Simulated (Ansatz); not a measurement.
Run report: Si$_{2}$H$_{6}$O$_{2}$ (charge +1), geometry relaxation (part 2 of 2)

The same run, continued: Si$_{2}$H$_{6}$O$_{2}$, charge +1, multiplicity 2; HF/STO-3G, UHF (Ansatz 0.2.0). The starting geometry was optimised with HF/STO-3G.

Geometry of the input (Å):
```
O  -1.0775  1.8641  1.0364
Si 0.1048  0.6531  0.9278
Si -0.1391  -0.6407  -0.9155
O  1.0417  -1.8533  -1.0226
H  -0.8993  2.5126  0.3146
H  -0.0398  -0.1249  2.1119
H  1.4020  1.2479  0.9505
H  -1.4372  -1.2337  -0.9392
H  0.0076  0.1369  -2.0996
H  0.8619  -2.5013  -0.3007
```

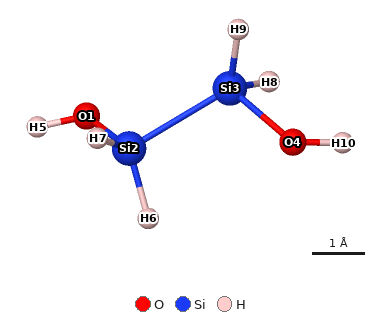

Fig. 1: The geometry at step 19 of the log (ball-and-stick view, seen at a tilt; atoms are numbered from 1 in the order of the input).

Trajectory as extended XYZ, continued:
```
10
Properties=species:S:1:pos:R:3:forces:R:3 step=5 energy=-19652.34283
O    -1.1514    1.8910    1.0462    0.2545   0.2585  -0.3016
Si    0.0851    0.7589    0.9654    0.0014   0.0646   0.1323
Si   -0.2414   -0.5128   -0.9302   -0.1014   0.0344  -0.0809
O     1.0674   -1.8400   -0.8736   -0.1056  -0.1968   0.2034
H    -0.8611    2.7004    0.5512   -0.1821  -0.2794   0.2653
H    -0.0138   -0.1479    2.0581   -0.0266  -0.0099  -0.0624
H     1.3987    1.3001    0.8592   -0.0089   0.0106  -0.0470
H    -1.3670   -1.3878   -0.9993    0.0174   0.0078  -0.0064
H     0.0802    0.0002   -2.2245    0.0239  -0.0472   0.0723
H     0.8285   -2.7016   -0.3891    0.1274   0.1573  -0.1751
10
Properties=species:S:1:pos:R:3:forces:R:3 step=7 energy=-19652.36037
O    -1.1697    1.9000    1.0228    0.0543   0.1333  -0.0892
Si    0.0772    0.7841    0.9572   -0.0234   0.0472  -0.0402
Si   -0.2504   -0.5235   -0.9168    0.1072  -0.0284   0.0635
O     1.0830   -1.8335   -0.7962   -0.2128  -0.4895   0.1830
H    -0.8589    2.7580    0.6465   -0.0496  -0.1443   0.0846
H    -0.0117   -0.1177    2.0525    0.0128  -0.0221   0.0143
H     1.3835    1.3362    0.8221    0.0021  -0.0022   0.0008
H    -1.3657   -1.4058   -0.9995   -0.0625  -0.0216  -0.0095
H     0.1230   -0.0585   -2.2121    0.0017   0.0103  -0.0229
H     0.8150   -2.7787   -0.5130    0.1701   0.5173  -0.1845
10
Properties=species:S:1:pos:R:3:forces:R:3 step=9 energy=-19652.25936 accepted=F
O    -1.2109    1.8888    0.9777   -0.1858   0.0835   0.3228
Si    0.0459    0.7939    1.0157    0.5565  -0.2015  -1.3750
Si   -0.2513   -0.4951   -0.8906    0.3360  -0.5311   0.5615
O     1.0827   -1.8528   -0.6793   -0.4867   0.0542  -0.1211
H    -0.8579    2.7560    0.6810   -0.0313   0.1481   0.0252
H     0.0709   -0.1008    2.1144   -0.1322   0.0281   0.1940
H     1.3272    1.3240    0.6758   -0.0215   0.1981   0.5592
H    -1.3488   -1.3838   -1.0297   -0.2102  -0.1196  -0.1178
H     0.1969   -0.0484   -2.1683    0.0406   0.0156  -0.0231
H     0.7705   -2.8211   -0.6332    0.1346   0.3244  -0.0257
10
Properties=species:S:1:pos:R:3:forces:R:3 step=10 energy=-19652.37050
O    -1.2072    1.8814    1.0082    0.0154   0.0548  -0.0571
Si    0.0834    0.8160    0.9418    0.0168  -0.0230   0.0375
Si   -0.2249   -0.5355   -0.9022   -0.1073   0.0535   0.0290
O     1.0580   -1.8789   -0.6880   -0.0198  -0.1182  -0.0386
H    -0.9029    2.7787    0.7386   -0.0189  -0.0647   0.0257
H     0.0542   -0.0758    2.0509    0.0094   0.0077  -0.0232
H     1.3654    1.4177    0.7811   -0.0219  -0.0003  -0.0111
H    -1.3758   -1.3746   -1.0151    0.0572   0.0280   0.0153
H     0.2107   -0.1193   -2.1972    0.0400  -0.0439   0.0296
H     0.7643   -2.8490   -0.6547    0.0292   0.1060  -0.0070
10
Properties=species:S:1:pos:R:3:forces:R:3 step=11 energy=-19652.37232
O    -1.2163    1.8692    0.9885    0.0153   0.0740  -0.0132
Si    0.0894    0.8208    0.9479   -0.0113  -0.0236  -0.0274
Si   -0.2224   -0.5313   -0.8932    0.0131  -0.0344  -0.0130
O     1.0507   -1.8884   -0.6926   -0.0367  -0.1526   0.0097
H    -0.9127    2.7740    0.7457   -0.0243  -0.0445   0.0302
H     0.0681   -0.0672    2.0598    0.0099   0.0112  -0.0062
H     1.3636    1.4359    0.7797   -0.0110  -0.0010   0.0036
H    -1.3755   -1.3652   -1.0077    0.0148   0.0326   0.0035
H     0.2318   -0.1305   -2.1867   -0.0138   0.0007   0.0217
H     0.7484   -2.8568   -0.6779    0.0440   0.1377  -0.0089
10
Properties=species:S:1:pos:R:3:forces:R:3 step=13 energy=-19652.37474
O    -1.2396    1.8568    0.9606    0.1063   0.2532  -0.0608
Si    0.0907    0.8355    0.9336    0.0083  -0.0062   0.0035
Si   -0.2047   -0.5392   -0.8899    0.0306   0.0030  -0.0066
O     1.0369   -1.9262   -0.6614   -0.0710  -0.0564   0.0065
H    -0.9326    2.7869    0.8281   -0.1000  -0.2556   0.0534
H     0.1017   -0.0403    2.0552    0.0062   0.0012   0.0001
H     1.3484    1.4801    0.7540   -0.0037   0.0006   0.0002
H    -1.3766   -1.3427   -1.0133   -0.0011  -0.0168  -0.0099
H     0.2795   -0.1625   -2.1795   -0.0084  -0.0084   0.0121
H     0.7215   -2.8877   -0.7240    0.0328   0.0855   0.0015
10
Properties=species:S:1:pos:R:3:forces:R:3 step=15 energy=-19652.37833
O    -1.2589    1.8413    0.9153    0.2087   0.4392  -0.0216
Si    0.0990    0.8529    0.9131   -0.0392  -0.0352   0.0071
Si   -0.1925   -0.5440   -0.8902    0.0385   0.0191  -0.0243
O     1.0095   -1.9564   -0.6087   -0.0870  -0.1311  -0.0257
H    -0.9596    2.7860    0.9418   -0.1830  -0.4198   0.0177
H     0.1414   -0.0117    2.0434    0.0184   0.0168   0.0053
H     1.3393    1.5269    0.7189   -0.0112  -0.0095  -0.0033
H    -1.3773   -1.3258   -1.0328   -0.0004   0.0003   0.0046
H     0.3335   -0.2014   -2.1732   -0.0092  -0.0139   0.0152
H     0.6907   -2.9073   -0.7641    0.0645   0.1342   0.0250
10
Properties=species:S:1:pos:R:3:forces:R:3 step=16 energy=-19652.38054
O    -1.2611    1.8393    0.8834    0.2376   0.6032   0.0274
Si    0.1008    0.8560    0.9020   -0.0230   0.0132  -0.0196
Si   -0.1875   -0.5425   -0.8998    0.0112  -0.0365   0.0417
O     1.0011   -1.9611   -0.5946   -0.0555  -0.1187  -0.0238
H    -0.9693    2.7810    1.0094   -0.2286  -0.5651  -0.0418
H     0.1455    0.0082    2.0451    0.0243  -0.0269  -0.0227
H     1.3389    1.5327    0.7050   -0.0058  -0.0013   0.0029
H    -1.3766   -1.3191   -1.0363   -0.0034   0.0092  -0.0085
H     0.3480   -0.2241   -2.1851   -0.0067   0.0182   0.0240
H     0.6855   -2.9098   -0.7655    0.0500   0.1047   0.0204
10
Properties=species:S:1:pos:R:3:forces:R:3 step=17 energy=-19652.38166
O    -1.2566    1.8209    0.7839    0.1844   0.7831   0.3168
Si    0.1243    0.8655    0.8541    0.0140   0.3422   0.3528
Si   -0.1753   -0.5447   -0.8930   -0.0704  -0.0940  -0.3513
O     0.9474   -1.9870   -0.4948   -0.1133  -0.2608  -0.1576
H    -1.0474    2.7122    1.1802   -0.2013  -0.7557  -0.2756
H     0.2167    0.0535    2.0202   -0.0334  -0.0175   0.0035
H     1.3440    1.5674    0.6400    0.0244   0.0032  -0.0432
H    -1.3976   -1.2577   -1.0792    0.0468  -0.0603   0.0700
H     0.4148   -0.2553   -2.1603    0.0544  -0.0453   0.0139
H     0.6549   -2.9142   -0.7875    0.0943   0.1053   0.0707
10
Properties=species:S:1:pos:R:3:forces:R:3 step=19 energy=-19652.40161
O    -1.2542    1.8575    0.7689    0.0822   0.3398   0.1233
Si    0.1268    0.9073    0.8416    0.0618  -0.1992   0.1082
Si   -0.1630   -0.5500   -0.9049    0.0651  -0.0064  -0.0326
O     0.9399   -2.0281   -0.5214   -0.0497   0.1275   0.0174
H    -1.0813    2.6933    1.2701   -0.1201  -0.2749  -0.1510
H     0.2072    0.0886    2.0048   -0.0142   0.0240   0.0175
H     1.3540    1.6004    0.6398   -0.0103   0.0207  -0.0748
H    -1.3864   -1.2654   -1.0738    0.0200  -0.0003   0.0148
H     0.4431   -0.2868   -2.1707   -0.0087  -0.0337  -0.0063
H     0.6390   -2.9562   -0.7907   -0.0261   0.0025  -0.0164
10
Properties=species:S:1:pos:R:3:forces:R:3 step=21 energy=-19652.40349 accepted=F
O    -1.1944    1.9055    0.6831   -0.0212  -0.0673  -0.1986
Si    0.1649    0.9290    0.8159   -0.1888  -0.0126   0.1495
Si   -0.1475   -0.5499   -0.9045   -0.1774   0.2076  -0.0608
O     0.9076   -2.0284   -0.4838    0.1371  -0.0408   0.0424
H    -1.2126    2.5689    1.4079    0.1351  -0.0092   0.0764
H     0.2021    0.1658    2.0196    0.0521  -0.0185  -0.0360
H     1.4138    1.5647    0.5757    0.0310   0.0906   0.0154
H    -1.3801   -1.2471   -1.0815    0.0061   0.0107   0.0438
H     0.4620   -0.3063   -2.1720    0.0441  -0.0474  -0.0011
H     0.6094   -2.9415   -0.7971   -0.0182  -0.1133  -0.0310
10
Properties=species:S:1:pos:R:3:forces:R:3 step=22 energy=-19652.41077
O    -1.2131    1.8864    0.6954   -0.0073   0.1097   0.0745
Si    0.1525    0.9196    0.8260   -0.0112  -0.0254   0.0070
Si   -0.1532   -0.5439   -0.9092    0.0015   0.0420   0.0138
O     0.9171   -2.0262   -0.4938   -0.0217  -0.1391  -0.0312
H    -1.1677    2.6017    1.3727    0.0073  -0.0961  -0.0829
H     0.2076    0.1377    2.0164    0.0058  -0.0022  -0.0183
H     1.3893    1.5884    0.6003   -0.0043   0.0144   0.0040
H    -1.3855   -1.2438   -1.0713   -0.0072  -0.0043   0.0030
H     0.4610   -0.3123   -2.1770   -0.0006  -0.0068  -0.0027
H     0.6172   -2.9470   -0.7960    0.0377   0.1080   0.0328
10
Properties=species:S:1:pos:R:3:forces:R:3 step=23 energy=-19652.40973 accepted=F
O    -1.2016    1.9006    0.6794   -0.0478  -0.0339   0.0112
Si    0.1529    0.9232    0.8253    0.0909  -0.0481  -0.0835
Si   -0.1525   -0.5365   -0.9128    0.0531  -0.0549  -0.0090
O     0.9207   -2.0220   -0.4966   -0.0425  -0.0823  -0.0170
H    -1.1777    2.5849    1.3847   -0.0133   0.0685   0.0435
H     0.2058    0.1259    2.0051   -0.0359   0.0327   0.0171
H     1.3917    1.5926    0.6107   -0.0001  -0.0095   0.0058
H    -1.3848   -1.2388   -1.0606   -0.0229  -0.0036  -0.0054
H     0.4554   -0.3239   -2.1875   -0.0096   0.0280   0.0156
H     0.6154   -2.9454   -0.7842    0.0281   0.1033   0.0218
10
Properties=species:S:1:pos:R:3:forces:R:3 step=25 energy=-19652.41135
O    -1.2131    1.8914    0.6949   -0.0008  -0.0025  -0.0007
Si    0.1500    0.9210    0.8268    0.0024  -0.0058  -0.0068
Si   -0.1536   -0.5442   -0.9063    0.0045  -0.0029  -0.0010
O     0.9137   -2.0311   -0.4881    0.0000   0.0022   0.0068
H    -1.1627    2.6059    1.3698   -0.0006   0.0054   0.0037
H     0.2047    0.1356    2.0143   -0.0017   0.0004   0.0027
H     1.3863    1.5924    0.6053   -0.0003   0.0027  -0.0004
H    -1.3870   -1.2440   -1.0640    0.0016   0.0013  -0.0004
H     0.4603   -0.3206   -2.1758   -0.0032  -0.0005   0.0014
H     0.6266   -2.9458   -0.8134   -0.0018  -0.0003  -0.0054
10
Properties=species:S:1:pos:R:3:forces:R:3 step=27 energy=-19652.41154
O    -1.2143    1.8928    0.6951    0.0057  -0.0049  -0.0016
Si    0.1493    0.9230    0.8292   -0.0099  -0.0043  -0.0104
Si   -0.1548   -0.5467   -0.8998   -0.0022  -0.0027   0.0013
O     0.9022   -2.0393   -0.4728   -0.0106  -0.0357  -0.0128
H    -1.1601    2.6126    1.3640   -0.0043   0.0086   0.0062
H     0.2042    0.1411    2.0188   -0.0006  -0.0027   0.0054
H     1.3848    1.5948    0.6060    0.0066   0.0048  -0.0024
H    -1.3902   -1.2435   -1.0580    0.0075   0.0039   0.0000
H     0.4623   -0.3313   -2.1693   -0.0022  -0.0009   0.0028
H     0.6418   -2.9429   -0.8497    0.0100   0.0340   0.0116
10
Properties=species:S:1:pos:R:3:forces:R:3 step=28 energy=-19652.41161
O    -1.2140    1.8952    0.6945    0.0004   0.0044   0.0052
Si    0.1489    0.9246    0.8295    0.0039  -0.0031   0.0001
Si   -0.1544   -0.5483   -0.8966   -0.0033   0.0021  -0.0026
O     0.8971   -2.0444   -0.4678   -0.0011  -0.0042   0.0017
H    -1.1610    2.6144    1.3646   -0.0014  -0.0060  -0.0053
H     0.2036    0.1440    2.0203    0.0009   0.0039   0.0011
H     1.3845    1.5961    0.6045   -0.0004  -0.0013   0.0017
H    -1.3905   -1.2432   -1.0555   -0.0011  -0.0006  -0.0010
H     0.4639   -0.3358   -2.1658    0.0003  -0.0012  -0.0011
H     0.6471   -2.9420   -0.8641    0.0019   0.0060   0.0003
10
Properties=species:S:1:pos:R:3:forces:R:3 step=29 energy=-19652.41165
O    -1.2131    1.8972    0.6927   -0.0012   0.0014   0.0043
Si    0.1489    0.9258    0.8307    0.0081   0.0128   0.0025
Si   -0.1561   -0.5499   -0.8926    0.0083  -0.0023   0.0024
O     0.8871   -2.0504   -0.4562   -0.0158  -0.0478  -0.0234
H    -1.1614    2.6160    1.3631   -0.0013  -0.0029  -0.0028
H     0.2037    0.1496    2.0244   -0.0010   0.0003  -0.0056
H     1.3846    1.5971    0.6040   -0.0053  -0.0077   0.0010
H    -1.3932   -1.2422   -1.0525   -0.0073  -0.0027   0.0001
H     0.4656   -0.3446   -2.1613    0.0006   0.0034  -0.0019
H     0.6591   -2.9381   -0.8889    0.0149   0.0453   0.0234
10
Properties=species:S:1:pos:R:3:forces:R:3 step=31 energy=-19652.41169
O    -1.2128    1.8986    0.6922   -0.0011   0.0007   0.0010
Si    0.1489    0.9268    0.8306    0.0042   0.0011  -0.0012
Si   -0.1561   -0.5504   -0.8915   -0.0026   0.0007   0.0022
O     0.8834   -2.0529   -0.4528    0.0004   0.0040   0.0021
H    -1.1625    2.6161    1.3641    0.0005  -0.0021  -0.0016
H     0.2035    0.1510    2.0244   -0.0008   0.0000  -0.0007
H     1.3852    1.5962    0.6029   -0.0004   0.0004   0.0014
H    -1.3943   -1.2414   -1.0514   -0.0005  -0.0006  -0.0009
H     0.4663   -0.3465   -2.1602    0.0003  -0.0001  -0.0001
H     0.6636   -2.9368   -0.8949   -0.0001  -0.0040  -0.0022
```

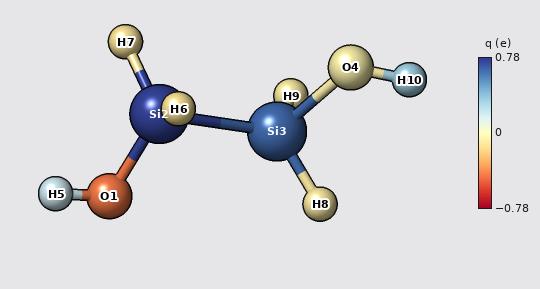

Fig. 2: Mulliken charges, as the colour of each atom (ball-and-stick view, seen at a tilt; atoms are numbered from 1 in the order of the input; Mulliken charges depend strongly on the basis). By element: O −0.44 to −0.06, Si +0.64 to +0.74 and H −0.12 to +0.33 e.
